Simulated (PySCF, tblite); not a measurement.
# C₆H₁₀O₂SSi: geometry, infrared bands and NMR shifts

What infrared bands and NMR shifts should C₆H₁₀O₂SSi (`CS/C=C/[C@H]1OC[SiH2]C1=O`) show?

Computed with tblite 0.8.0 and PySCF 2.14.0, with density-fitted response routines of our own, on a single molecule in the gas phase. Atoms count from 0, in the outputs and in this text.

## (1) The molecule as given

20 atoms, charge 0, multiplicity 1; geometry from: force field or distance geometry start.

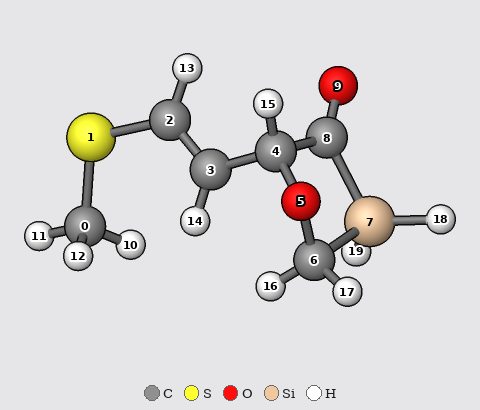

The starting geometry (carbon grey, sulfur yellow, oxygen red, silicon light orange, hydrogen white), atoms numbered.

## (2) Optimising the geometry with GFN2-xTB

The job: settings as JSON, then the geometry in Å.

```
{"job": {"kind": "relax", "xc": "GFN2-xTB", "basis": "xTB"}, "charge": 0, "multiplicity": 1}
C      3.269600    -0.683600    -0.748600
S      3.003500     1.108600    -0.822200
C      1.265600     1.497100    -0.653000
C      0.319300     0.559500    -0.735700
C     -1.110100     0.955600    -0.581600
O     -1.995300     0.070400    -1.149900
C     -1.892500    -1.180000    -0.568700
Si    -2.085200    -0.658100     1.258100
C     -1.391100     1.036700     0.894000
O     -1.230700     1.957200     1.662100
H      2.770900    -1.149900     0.126900
H      4.352300    -0.920300    -0.727400
H      2.873600    -1.128500    -1.694900
H      0.911400     2.520400    -0.502800
H      0.637200    -0.461100    -0.879800
H     -1.227200     1.964300    -0.990700
H     -0.963900    -1.717600    -0.740000
H     -2.819100    -1.734700    -0.871900
H     -3.488400    -0.616300     1.648900
H     -1.205200    -1.409200     2.132000
```

Command:

```console
> OMP_NUM_THREADS=1 python probes_run.py task.json out
```

One launch serves the whole session: the jobs run in the order shown.

What it wrote:

```text
step      E/eV     max force
  0    -842.46191    2.310
  1    -842.68600    1.037
  2    -842.79060    1.166
  3    -842.87390    0.823
  4    -842.96450    0.861
  5    -843.00270    0.818
  6    -843.02360    0.302
  7    -843.04327    0.291
  8    -843.05722    0.363
  9    -843.06881    0.230
 10    -843.07658    0.186
 11    -843.08164    0.165
 12    -843.08616    0.165
 13    -843.09112    0.162
 14    -843.09686    0.168
 15    -843.10279    0.181
 16    -843.10765    0.190
 17    -843.11092    0.132
 18    -843.11316    0.108
 19    -843.11514    0.104
 20    -843.11726    0.123
 21    -843.11945    0.118
 22    -843.12150    0.103
 23    -843.12331    0.102
 24    -843.12488    0.092
 25    -843.12613    0.094
 26    -843.12694    0.055
 27    -843.12745    0.050
 28    -843.12788    0.045
 29    -843.12830    0.055
 30    -843.12869    0.043
 31    -843.12905    0.049
 32    -843.12941    0.050
 33    -843.12981    0.051
 34    -843.13023    0.051
 35    -843.13062    0.045
 36    -843.13091    0.038
 37    -843.13110    0.032
 38    -843.13125    0.023
 39    -843.13137    0.036
 40    -843.13151    0.039
 41    -843.13166    0.033
 42    -843.13183    0.034
 43    -843.13199    0.030
 44    -843.13215    0.040
 45    -843.13234    0.043
 46    -843.13251    0.030
 47    -843.13265    0.026
 48    -843.13275    0.020
 49    -843.13286    0.030
 50    -843.13297    0.031
 51    -843.13308    0.022
 52    -843.13316    0.023
 53    -843.13324    0.025
 54    -843.13335    0.039
 55    -843.13350    0.041
 56    -843.13366    0.029
 57    -843.13377    0.021
 58    -843.13383    0.019
 59    -843.13389    0.021
 60    -843.13394    0.024
 61    -843.13399    0.021
 62    -843.13404    0.021
 63    -843.13409    0.020
 64    -843.13415    0.024
 65    -843.13423    0.028
 66    -843.13431    0.023
 67    -843.13439    0.022
 68    -843.13447    0.021
 69    -843.13456    0.022
 70    -843.13464    0.024
 71    -843.13469    0.016
 72    -843.13472    0.011
 73    -843.13474    0.010
 74    -843.13477    0.012
 75    -843.13478    0.010
 76    -843.13480    0.006
```

Run time: 0.76 s. Hardware: 1 thread of Arm Neoverse V1, shared host; peak memory 0.18 GiB.

Relaxation path: (not every step is listed)

```
step  energy from step 0 (eV)  largest force (eV/Å)
   0                   0.0000                2.3095
   1                  -0.2241                1.0370
   2                  -0.3287                1.1662
   3                  -0.4120                0.8229
   4                  -0.5026                0.8613
   5                  -0.5408                0.8185
   6                  -0.5617                0.3016
   7                  -0.5814                0.2909
   8                  -0.5953                0.3627
  14                  -0.6350                0.1675
  20                  -0.6553                0.1227
  26                  -0.6650                0.0547
  32                  -0.6675                0.0502
  38                  -0.6693                0.0229
  44                  -0.6702                0.0403
  50                  -0.6711                0.0309
  56                  -0.6717                0.0292
  62                  -0.6721                0.0214
  68                  -0.6726                0.0209
  71                  -0.6728                0.0162
  72                  -0.6728                0.0112
  73                  -0.6728                0.0103
  74                  -0.6729                0.0121
  75                  -0.6729                0.0105
  76                  -0.6729                0.0058
```

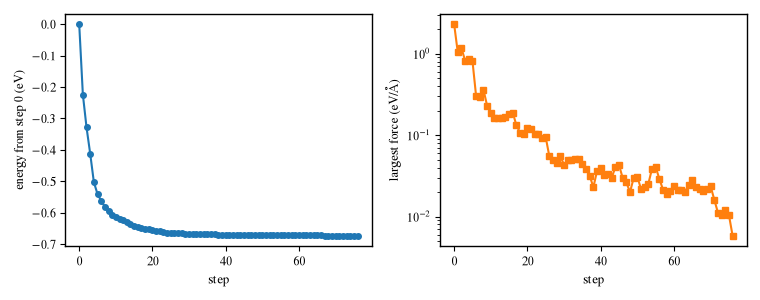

Energy and force, step by step.

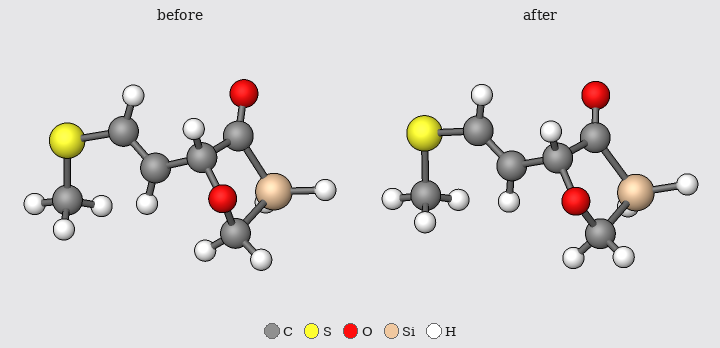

Before and after, at one scale.

Close pairs (by a distance rule), those that changed most:

```
  bond  before (Å)  after (Å)  change (Å)
Si7–C8       1.867      1.924      +0.057
 S1–C2       1.789      1.741      -0.047
 O5–C6       1.383      1.427      +0.044
C0–H12       1.118      1.086      -0.032
C6–H17       1.122      1.090      -0.032
 C4–O5       1.375      1.404      +0.029
 C4–C8       1.504      1.532      +0.028
C0–H10       1.110      1.086      -0.024
```

The next job starts from the end point, and lists it.

## (3) Vibrational analysis with GFN2-xTB

The job: settings as JSON, then the geometry in Å.

```
{"job": {"kind": "ir", "xc": "GFN2-xTB", "basis": "xTB"}, "charge": 0, "multiplicity": 1}
C      3.257812    -0.576706    -0.753226
S      3.097885     1.230884    -0.699805
C      1.374712     1.480929    -0.677573
C      0.416583     0.561996    -0.694895
C     -1.045032     0.918188    -0.624926
O     -1.888640    -0.001871    -1.266888
C     -2.074283    -1.215357    -0.540162
Si    -2.155260    -0.731622     1.310650
C     -1.340697     0.956661     0.877592
O     -1.049641     1.880056     1.592304
H      2.811924    -1.010074     0.137163
H      4.322614    -0.784376    -0.773854
H      2.787854    -0.958739    -1.654471
H      1.144335     2.534304    -0.639187
H      0.630940    -0.494693    -0.712778
H     -1.231242     1.892730    -1.084346
H     -1.264465    -1.921085    -0.769646
H     -2.993912    -1.647099    -0.935265
H     -3.511395    -0.546417     1.809887
H     -1.295240    -1.557032     2.154378
```

What it wrote:

```text
mode    cm-1     km/mol
  1      12.4      1.19
  2      38.0      2.39
  3      62.1      1.35
  4     110.5      1.84
  5     159.5      1.79
  6     181.0      8.79
  7     199.7      0.99
  8     236.0      2.24
  9     267.6      3.45
 10     347.9      3.04
 11     352.5     12.71
 12     387.5     38.71
 13     404.6      9.53
 14     453.0      6.36
 15     481.2     19.00
 16     588.6     51.52
 17     608.7     89.08
 18     625.8     10.36
 19     646.6     56.48
 20     698.9     20.88
 21     724.2     18.54
 22     728.6     59.70
 23     751.8    177.35
 24     782.2     92.15
 25     823.8     28.84
 26     935.8      1.57
 27     940.2     11.72
 28     951.2      9.43
 29     953.6     48.11
 30    1001.8     22.76
 31    1056.2      6.97
 32    1088.4     40.82
 33    1136.0      3.81
 34    1173.4      7.22
 35    1201.8     20.97
 36    1247.8      0.32
 37    1264.5      4.04
 38    1286.3     18.25
 39    1310.4      1.14
 40    1450.3      6.38
 41    1451.6      9.84
 42    1473.0      3.19
 43    1637.6    105.17
 44    1761.6    256.28
 45    2295.0    203.08
 46    2325.8    284.90
 47    2861.8     43.55
 48    2953.5     14.36
 49    2986.4     18.69
 50    3028.0      2.57
 51    3035.5      7.53
 52    3063.5      1.88
 53    3091.8      0.50
 54    3105.3     24.05
```

Run time: 1.1 s. Hardware: 1 thread of Arm Neoverse V1, shared host; peak memory 0.18 GiB.

Which atoms move in the most intense modes:

```
cm⁻¹  km/mol                                  atoms
 609    89.1             H18 41 %, O5 16 %, C8 16 %
 729    59.7   C0 20 %, H18 18 %, C6 16 %, H19 11 %
 752   177.3  H19 32 %, H18 21 %, Si7 20 %, C6 15 %
 782    92.2            H17 34 %, C6 26 %, H16 14 %
1638   105.2                       C3 51 %, C2 45 %
1762   256.3                       C8 61 %, O9 39 %
2295   203.1                               H19 96 %
2326   284.9                               H18 96 %
```

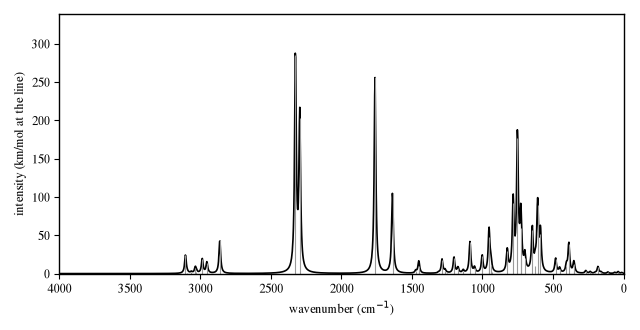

The infrared spectrum from these modes, unscaled. Lines are broadened to a width of 14 cm⁻¹ (Lorentzian).

## (4) NMR shieldings: PBE0/pcSseg-1

Settings changed since step 3:

```diff
@@ -1,2 +1,2 @@
-{"job": {"kind": "ir", "xc": "GFN2-xTB", "basis": "xTB"}, "charge": 0, "multiplicity": 1}
+{"job": {"kind": "nmr", "xc": "PBE0", "basis": "pcSseg-1"}, "charge": 0, "multiplicity": 1}
 C      3.257812    -0.576706    -0.753226
```

With the program's defaults for keys left out, this is: GIAO PBE0/pcSseg-1 NMR shielding, non-relativistic, gas phase.

What it wrote:

```text
coarse grid: 18136 points
cycle   1  E = -1071.7071357975  dE =  1.476e+00  |g| = 8.963e-01  |ddm| = 4.243e+00
cycle   2  E = -1071.2196972838  dE =  4.874e-01  |g| = 1.816e+00  |ddm| = 2.331e+00
cycle   3  E = -1071.8560024977  dE = -6.363e-01  |g| = 2.160e-01  |ddm| = 1.755e+00
cycle   4  E = -1071.8634934110  dE = -7.491e-03  |g| = 1.177e-01  |ddm| = 2.883e-01
cycle   5  E = -1071.8661514868  dE = -2.658e-03  |g| = 2.496e-02  |ddm| = 1.238e-01
cycle   6  E = -1071.8662825269  dE = -1.310e-04  |g| = 9.092e-03  |ddm| = 3.182e-02
cycle   7  E = -1071.8663013057  dE = -1.878e-05  |g| = 3.083e-03  |ddm| = 9.360e-03
cycle   8  E = -1071.8663032120  dE = -1.906e-06  |g| = 9.016e-04  |ddm| = 2.967e-03
final grid: 167056 points
cycle   9  E = -1071.9511757341  dE = -2.801e-05  |g| = 1.757e-02  |ddm| = 4.906e-02
cycle  10  E = -1071.9510342914  dE =  1.414e-04  |g| = 3.217e-02  |ddm| = 3.645e-02
cycle  11  E = -1071.9512338394  dE = -1.995e-04  |g| = 4.207e-03  |ddm| = 2.571e-02
cycle  12  E = -1071.9512373493  dE = -3.510e-06  |g| = 5.350e-04  |ddm| = 3.215e-03
cycle  13  E = -1071.9512373974  dE = -4.810e-08  |g| = 2.250e-04  |ddm| = 7.712e-04
cycle  14  E = -1071.9512374075  dE = -1.014e-08  |g| = 5.501e-05  |ddm| = 2.677e-04
cycle  15  E = -1071.9512374083  dE = -7.699e-10  |g| = 1.171e-05  |ddm| = 8.835e-05
converged SCF energy = -1071.9512374083

GIAO shielding tensors (ppm)
atom      isotropic    diamagn.    paramagn.     s11        s22        s33       span
  0 C      168.939     252.037     -83.098    159.238    164.776    182.804     23.566
  1 S      474.161    1054.846    -580.685    296.313    455.514    670.654    374.341
  2 C       45.922     256.009    -210.087    -58.253     46.701    149.319    207.572
  3 C       69.959     258.871    -188.912    -34.900     76.057    168.722    203.622
  4 C       93.400     251.541    -158.141     87.510     94.081     98.610     11.101
  5 O      306.589     395.605     -89.016    233.185    317.311    369.271    136.085
  6 C      129.604     249.803    -120.199     85.932    111.529    191.351    105.419
  7 Si     438.057     880.411    -442.354    382.011    444.635    487.526    105.515
  8 C      -63.047     252.805    -315.852   -139.279   -108.185     58.322    197.600
  9 O     -479.644     399.467    -879.111  -1383.387   -443.291    387.747   1771.134
 10 H       29.602      32.332      -2.730     25.310     27.443     36.054     10.744
 11 H       29.538      27.355       2.182     24.529     26.668     37.416     12.887
 12 H       29.526      30.778      -1.252     25.492     26.967     36.120     10.628
 13 H       25.277      32.047      -6.770     22.249     25.055     28.527      6.279
 14 H       26.665      36.115      -9.450     21.974     23.213     34.807     12.833
 15 H       27.470      32.610      -5.140     22.723     28.913     30.773      8.050
 16 H       27.321      31.255      -3.934     23.058     26.130     32.776      9.717
 17 H       27.097      28.296      -1.199     23.187     25.568     32.536      9.349
 18 H       27.881      28.553      -0.672     24.556     25.115     33.972      9.416
 19 H       27.822      29.004      -1.182     24.292     26.260     32.914      8.623
```

Run time: 73 s. Hardware: 1 thread of Arm Neoverse V1, shared host; peak memory 0.98 GiB.

Shifts follow as δ = σ(reference) − σ, with reference shieldings (ppm) from runs at the same level and on the same kind of geometry: 1H TMS 31.72, 13C TMS 186.9, 29Si TMS 349.2, 17O H2O 336.1, 33S CS2 504. The references are single molecules in the gas phase, so shifts against H2O, NH3, PH3, H3PO4 or CFCl3 are not on the usual liquid scales and can be off by tens of ppm. Atoms listed in one row are averaged.

```
        atoms                                                environment  σ (ppm)  δ (ppm)  δ scaled to CDCl3
           C8                                            carbonyl carbon    -63.0    250.0              242.1
           C2                                                  alkene CH     45.9    141.0              131.3
           C3                                                  alkene CH     70.0    117.0              112.2
           C4                        sp3 CH bonded to O, α to a carbonyl     93.4     93.5               89.4
           C6                                 sp3 CH2 bonded to O and Si    129.6     57.3               54.0
           C0                                  methyl carbon bonded to S    168.9     18.0               11.2
          H13                                   hydrogen on an alkene CH    25.28     6.44               6.18
          H14                                   hydrogen on an alkene CH    26.66     5.05               4.87
          H17                  hydrogen on an sp3 CH2 bonded to O and Si    27.10     4.62               4.46
          H16                  hydrogen on an sp3 CH2 bonded to O and Si    27.32     4.40               4.25
          H15         hydrogen on an sp3 CH bonded to O, α to a carbonyl    27.47     4.25               4.11
          H19  hydrogen on a silicon bonded to 2 C, in a 5-membered ring    27.82     3.89                  –
          H18  hydrogen on a silicon bonded to 2 C, in a 5-membered ring    27.88     3.84                  –
H10, H11, H12                    hydrogen on a methyl carbon bonded to S    29.56     2.16               2.14
           S1                                             sulfide sulfur      474       30                  –
           O9                                            carbonyl oxygen   -479.6    815.7                  –
           O5                                               ether oxygen    306.6     29.5                  –
          Si7           silicon bonded to 2 C, 2 H, in a 5-membered ring    438.1    -88.9                  –
```

The scaled column applies a straight-line fit of computed shieldings to shifts measured in CDCl3, with any fitted terms for Cl, Br or S neighbours (root-mean-square error 0.16 ppm for H, 1.9 ppm for C).

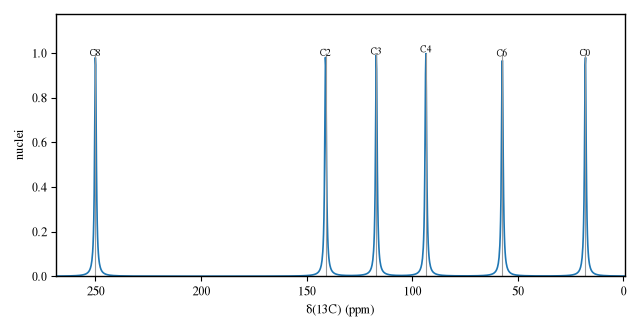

13C lines at the computed shifts, without couplings. Lines are broadened to a width of 0.93 ppm (Lorentzian).

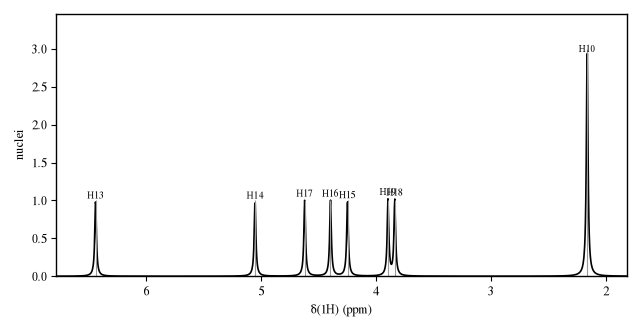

1H lines at the computed shifts, without couplings. Lines are broadened to a width of 0.02 ppm (Lorentzian).

Charges from the same density, by scheme (e):

```
atoms  Mulliken    IAO  Hirshfeld  ESP fit
   C0     -0.41  -0.51      -0.11    -0.40
   S1      0.07   0.19       0.04    -0.09
   C2     -0.20  -0.26      -0.06    -0.25
   C3     -0.17  -0.22      -0.08    -0.10
   C4      0.07   0.04       0.02    -0.03
   O5     -0.49  -0.38      -0.14    -0.36
   C6     -0.23  -0.34      -0.09    -0.08
  Si7      0.58   0.64       0.33     0.24
   C8      0.06   0.14       0.07     0.43
   O9     -0.33  -0.37      -0.22    -0.46
```

Hirshfeld charges:

C0 -0.11; S1 0.04; C2 -0.06; C3 -0.08; C4 0.02; O5 -0.14; C6 -0.09; Si7 0.33; C8 0.07; O9 -0.22; H10 0.05; H11 0.06; H12 0.05; H13 0.06; H14 0.04; H15 0.06; H16 0.03; H17 0.05; H18 -0.06; H19 -0.06

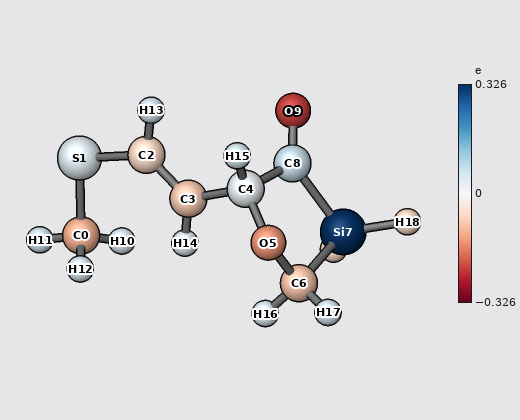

Hirshfeld charges, as colours on the atoms.

Mayer bond orders: C0–S1 1.01, S1–C2 1.11, C2–C3 1.75, C3–C4 0.97, C4–O5 0.92, O5–C6 0.88, C6–Si7 0.91, Si7–C8 0.83, C8–O9 1.98, C8–C4 0.89.

Ring of atoms C4, O5, C6, Si7, C8: NICS(0) 0.6, NICS(1) -1.6, NICS(1)zz -4.2 ppm (means of both faces).

## (5) Summary of results

| quantity | value |
| --- | --- |
| strongest single infrared mode (GFN2-xTB) | 2326 cm⁻¹, 285 km/mol |
| zero-point energy (GFN2-xTB) | 89.7 kcal/mol |
| 13C shifts against TMS (PBE0/pcSseg-1) | 250.0, 141.0, 117.0, 93.5, 57.3, 18.0 ppm |
| 1H shifts against TMS (PBE0/pcSseg-1, means over atoms taken as alike) | 6.44, 5.05, 4.62, 4.40, 4.25, 3.89, 3.84, 2.16 ppm |
| 33S shifts against CS2 (PBE0/pcSseg-1) | 30 ppm |
| 17O shifts against H2O (PBE0/pcSseg-1) | 815.7, 29.5 ppm |
| 29Si shifts against TMS (PBE0/pcSseg-1) | -88.9 ppm |

In words: Relaxing lowered the energy by 0.673 eV in 76 steps; the close pair that moved most is Si7–C8, from 1.867 to 1.924 Å. No mode is imaginary among the 54: a minimum at this level. The strongest single mode, at 2326 cm⁻¹, moves mainly H18. Unscaled tight-binding wavenumbers are off by several per cent, some by more. Its intensities can rank the bands wrongly. At PBE0/pcSseg-1: The widest tensor belongs to O9: span 1771 ppm, with a paramagnetic part of -879 ppm.
